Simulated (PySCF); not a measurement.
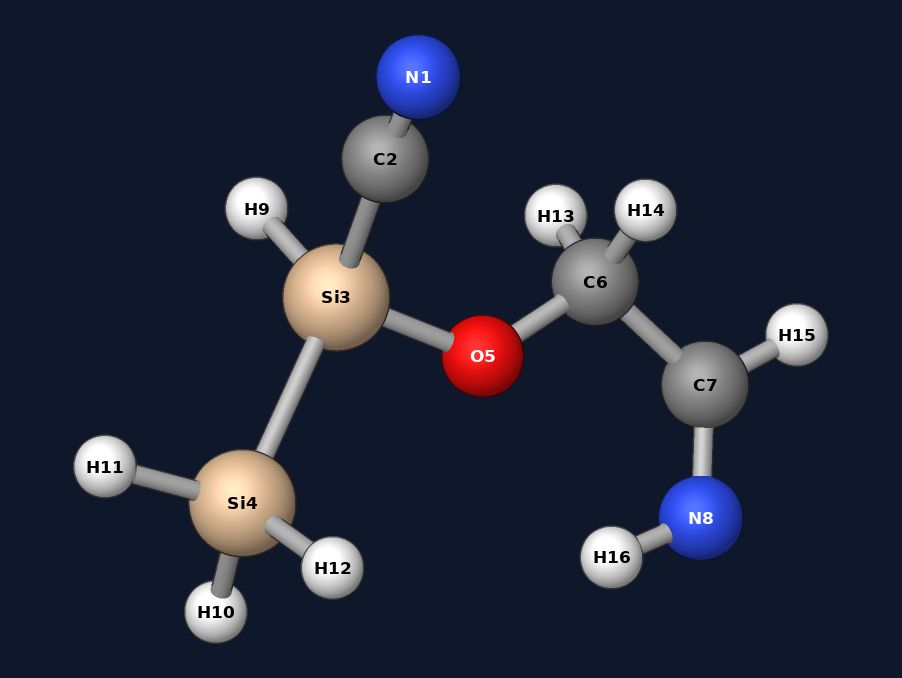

The computed structure is the end point of a GFN2-xTB optimisation. No frequency run is at hand to confirm it as a minimum. Method: GIAO PBE0/pcSseg-1 NMR shielding, non-relativistic, gas phase (PySCF 2.14.0). Principal shieldings σ11 ≤ σ22 ≤ σ33, span Ω = σ33 − σ11, skew κ = 3(σiso − σ22)/Ω.

Give the shielding tensors of the O atoms.

```csv
atom,σ11,σ22,σ33,σiso,Ω,κ
O5,287.4,310.5,367.9,321.9,80.5,0.43
```

Shieldings and span in ppm.

The geometry is semi-empirical. Around Si such bond lengths and angles can be off by a tenth of an ångström or more and by several degrees, and values that hang on the shape move with them.
